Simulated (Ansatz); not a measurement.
# C2H6Se (SMILES C[Se]C): HF/cc-pVDZ

What is the vertical singlet–triplet gap of C2H6Se at HF/cc-pVDZ? 

The results are computed with Ansatz 0.2.0.

54 further runs of the same task are left out: 54 set aside as unsound or not needed.

## (1) The system as given

C2H6Se has 9 atoms, charge 0, and is taken as a singlet. As SMILES, `C[Se]C`. The shape is that of a PBE0-D4/def2-TZVP optimisation.

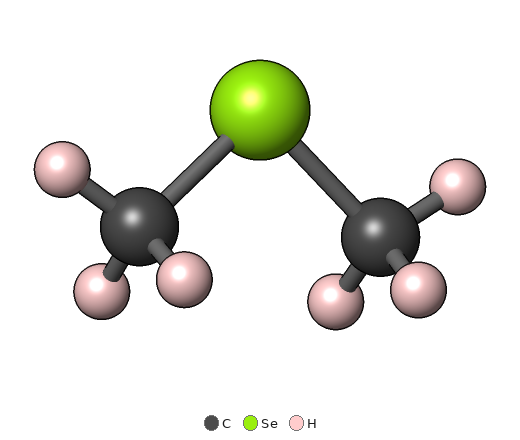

The structure, seen from a chosen angle (carbon dark grey, selenium green, hydrogen pink).

## (2) A single-point energy at HF/cc-pVDZ

The input, job.yaml:

```yaml
crystal:
  periodic: [false, false, false]
  atoms:
    - symbol: C
      position_ang: [-0.594400, 0.668400, -1.138000]
    - symbol: Se
      position_ang: [1.137100, 0.569700, -0.268200]
    - symbol: C
      position_ang: [0.625700, -0.672800, 1.131400]
    - symbol: H
      position_ang: [-0.892600, -0.313800, -1.503200]
    - symbol: H
      position_ang: [-0.489400, 1.349300, -1.982000]
    - symbol: H
      position_ang: [-1.343000, 1.060700, -0.450400]
    - symbol: H
      position_ang: [-0.158200, -0.242200, 1.753800]
    - symbol: H
      position_ang: [0.291600, -1.615500, 0.699100]
    - symbol: H
      position_ang: [1.511500, -0.850200, 1.740300]
basis:
  gaussian:
    orbitals: cc-pVDZ
hamiltonian:
  xc: hf
accuracy: high
output: {orbitals: {seedname: orbitals}}
```

Run with:

```bash
$ ansatz run job.yaml --threads 1 --pin off --max-ram 3480MiB --events-out events.jsonl --progress --plain --runs-dir runs
```

The program printed:

```text
Warning: RAYON_NUM_THREADS=1 ignored (pool sized by the plan → 1); use --threads N
Functional definition: HF
  name "HF"
  exchange = exact_x
  correlation = 0
1988 factors; integrals over basis functions are off by at most 4.8e-9 eV
mean field evaluation 1: about -67456.6699 eV, gradient 2.0e1 eV
mean field evaluation 2: about -67456.7393 eV, gradient 2.0e1 eV
mean field evaluation 4: about -67458.0080 eV, gradient 2.4e0 eV
mean field evaluation 8: about -67458.0271 eV, gradient 3.7e-4 eV
mean field -67458.02709939 eV, -2479.0367712094 hartree, gradient 2.0e-8 eV, S^2 0.000000; 0 other end points of the search recorded, 0 dependent functions left out
reference -67458.02709939 eV, -2479.0367712094 hartree; 26, 26 occupied and 59, 59 virtual orbitals, 1988 factors
Total energy: -67458.02709939 eV, -2479.0367712094 hartree
```

It took 2 s on 1 thread of Intel Xeon 6975P-C (Granite Rapids), shared host; peak memory 0.26 GiB.

## (3) The triplet, same level

The input, molecule.yaml:

```yaml
crystal:
  periodic: [false, false, false]
  atoms:
    - symbol: C
      position_ang: [-0.594400, 0.668400, -1.138000]
    - symbol: Se
      position_ang: [1.137100, 0.569700, -0.268200]
    - symbol: C
      position_ang: [0.625700, -0.672800, 1.131400]
    - symbol: H
      position_ang: [-0.892600, -0.313800, -1.503200]
    - symbol: H
      position_ang: [-0.489400, 1.349300, -1.982000]
    - symbol: H
      position_ang: [-1.343000, 1.060700, -0.450400]
    - symbol: H
      position_ang: [-0.158200, -0.242200, 1.753800]
    - symbol: H
      position_ang: [0.291600, -1.615500, 0.699100]
    - symbol: H
      position_ang: [1.511500, -0.850200, 1.740300]
basis:
  gaussian:
    orbitals: cc-pVDZ
magnetization:
  spin_polarized: true
  initial_magnetization: 2
hamiltonian:
  xc: hf
accuracy: high
output: {orbitals: {seedname: orbitals}}
```

Run with:

```bash
$ ansatz run molecule.yaml --threads 1 --pin off --max-ram 3480MiB --events-out events.jsonl --progress --plain --runs-dir runs
```

The program printed:

```text
Warning: RAYON_NUM_THREADS=1 ignored (pool sized by the plan → 1); use --threads N
[... 4 set-up lines as earlier in the session ...]
1988 factors; integrals over basis functions are off by at most 4.8e-9 eV
mean field evaluation 1: about -67451.1822 eV, gradient 1.7e1 eV
mean field evaluation 2: about -67451.2615 eV, gradient 1.7e1 eV
mean field evaluation 4: about -67453.3730 eV, gradient 2.3e0 eV
mean field evaluation 8: about -67453.4402 eV, gradient 2.3e-1 eV
mean field evaluation 16: about -67453.4417 eV, gradient 1.8e-8 eV
mean field evaluation 32: about -67452.6272 eV, gradient 1.7e0 eV
mean field evaluation 64: about -67450.7511 eV, gradient 1.1e1 eV
mean field -67453.44168633 eV, -2478.8682603877 hartree, gradient 1.9e-8 eV, S^2 2.019891; 0 other end points of the search recorded, 0 dependent functions left out
reference -67453.44168633 eV, -2478.8682603877 hartree; 27, 25 occupied and 58, 60 virtual orbitals, 1988 factors
Total energy: -67453.44168633 eV, -2478.8682603877 hartree
```

Run time: 5.1 s. Hardware: 1 thread of Intel Xeon 6975P-C (Granite Rapids), shared host; peak memory 0.35 GiB.

## (4) Outcome

At HF/cc-pVDZ:

| quantity | value |
| --- | --- |
| singlet: total energy | -2479.03677 Eh |
| singlet: HOMO energy | -8.53 eV |
| singlet: LUMO energy | 4.37 eV |
| singlet: HOMO–LUMO gap | 12.91 eV |
| triplet: total energy | -2478.86826 Eh |
| triplet: HOMO energy (highest over α and β) | -3.62 eV |
| triplet: LUMO energy (lowest over α and β) | 0.38 eV |
| triplet: ⟨S²⟩ | 2.020 |
| vertical energy of the triplet above the singlet | 4.585 eV |

What this shows: At this shape the triplet lies 4.59 eV (442 kJ/mol) above the singlet.
